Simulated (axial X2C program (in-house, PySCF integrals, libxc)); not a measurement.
**Run report: Ca₂⁻, relativistic diatomic calculation**

Ca₂⁻, single determinant with Ω = 1/2. Computed at this level: HF, two-component X2C with atomic mean-field Coulomb and Gaunt terms, Ca dyall-acv3z (cores contracted) (axial X2C program (in-house, PySCF integrals, libxc)).

The input:
```
{"zs": [20, 20], "q": -1, "bas": ["dyall-acv3z", "dyall-acv3z"], "levels": ["PBE0", "HF", "B97-3"], "cc": true, "r0": 3.42, "thr": -1.0, "nmax": 90, "npts": 10, "nst": 2, "ntry": 6}
```

The line is the task of a batch: nuclear charges, charge, bases, the levels to run, a first guess of the distance and further settings. This report covers HF with spin-orbit coupling. The log is that of the reference distance 3.833 Å.

Hardware: 1 thread of Arm Neoverse V1, 24 GiB of memory available, shared host.

The run was one of a batch that the task file lists, launched with:
```bash
python <driver script> task.json out
```

The program's output:
```
two-component X2C + atomic mean field  HF
basis functions 242  fitting functions 770  grid points 5812
iter        total energy     max residual
   1      -1358.984493909     1.71e-01
   2      -1359.001055014     6.48e-03
   3      -1359.001815338     6.19e-03
   4      -1359.002029181     2.08e-03
   5      -1359.002181848     1.90e-03
   6      -1359.002302897     2.56e-03
   7      -1359.002417423     1.81e-03
   8      -1359.002503825     9.88e-04
   9      -1359.002561924     8.34e-04
  10      -1359.002591323     7.63e-04
  11      -1359.002602018     2.59e-04
  12      -1359.002604864     9.54e-05
  13      -1359.002605477     8.24e-05
  14      -1359.002605601     3.16e-05
  15      -1359.002605632     1.29e-05
  16      -1359.002605644     1.22e-05
  17      -1359.002605652     8.96e-06
  18      -1359.002605657     5.03e-06
  19      -1359.002605660     3.90e-06
  20      -1359.002605662     4.59e-06
  21      -1359.002605665     4.65e-06
  22      -1359.002605667     3.10e-06
  23      -1359.002605667     1.43e-06
converged
one-electron -1975.37602528  Coulomb 632.42209399  exact exchange -70.99833477  xc functional 0.00000000  nuclear repulsion 55.22329360  atomic mean-field constant -0.27363321
correlated 5  virtual 367  natural virtual 90  E(MP2) -0.054632678  MP2 remainder -0.001861913
iter   CCSD correlation   residual
   1     -0.064001539   1.90e-01
   2     -0.071013655   1.01e-01
   3     -0.073178303   4.79e-02
   4     -0.074259736   2.51e-02
   5     -0.074611483   1.30e-02
   6     -0.074735503   6.25e-03
   7     -0.074814737   2.84e-03
   8     -0.074807403   1.22e-03
   9     -0.074810399   5.87e-04
  10     -0.074808818   2.48e-04
  11     -0.074809594   9.70e-05
  12     -0.074809981   4.61e-05
  13     -0.074810396   2.48e-05
  14     -0.074810591   1.30e-05
  15     -0.074810671   6.87e-06
  16     -0.074810693   3.75e-06
  17     -0.074810692   1.90e-06
(T) -0.005780995273831523  T1 0.1190  D1 0.2129  max T2 0.141
```

The points of the curve:

```
R (Å)   E (hartree)  dipole (D; origin at the first atom, positive when the second is positive)  highest filled (eV)  lowest empty (eV)
3.335  −1358.997734                                                                      −10.33                −0.96               1.48
3.488  −1359.003940                                                                      −10.54                −0.91               1.48
3.603  −1358.998699                                                                       −8.65                −0.87               1.47
3.718  −1359.000960                                                                       −8.93                −0.80               1.47
3.833  −1359.002606                                                                       −9.21                −0.74               1.47
3.967  −1359.003924                                                                       −9.53                −0.67               1.47
4.101  −1359.015001                                                                       −9.87                −0.98               1.49
4.274  −1359.015965                                                                      −10.28                −0.96               1.49
4.485  −1359.016270                                                                      −10.77                −0.93               1.49
4.791  −1359.015638                                                                      −11.50                −0.89               1.49
```

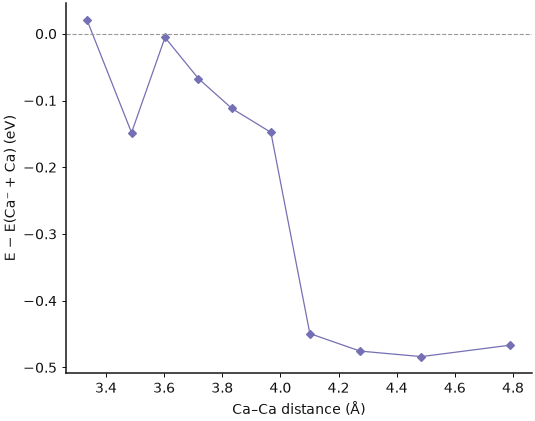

*Energy at 10 bond lengths, for one set of occupations held fixed; the line joins the points.*

The lowest point is at 4.48 Å; the points are too few or too rough near it for spectroscopic constants. The lowest point lies 0.48 eV below Ca⁻ + Ca.

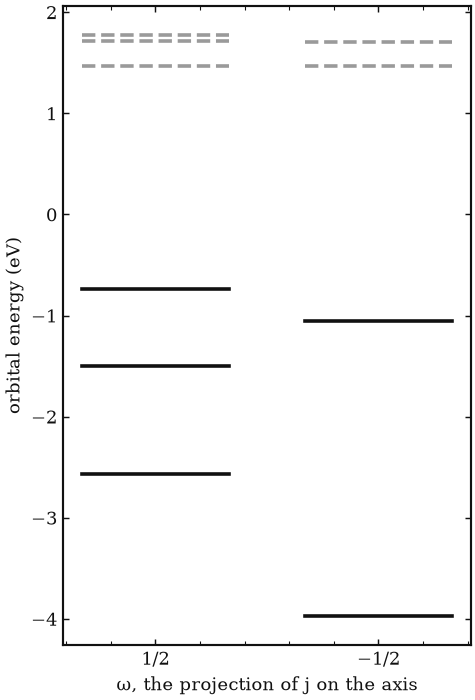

*Orbital energies near the frontier at 3.83 Å, filled (solid) and empty (dashed).*

The highest filled spinor (1/2; 40 % Ca p, 40 % Ca p) lies at −0.74 eV, the lowest empty one (−1/2; 42 % Ca p, 42 % Ca p) at 1.47 eV.

Results in brief:

- outcome: converged
- wall time: 24 s
- peak memory: 0.52 GiB

Remarks:

Hartree–Fock lacks correlation, so it usually binds too weakly. To bear in mind: curve is not smooth near the minimum.
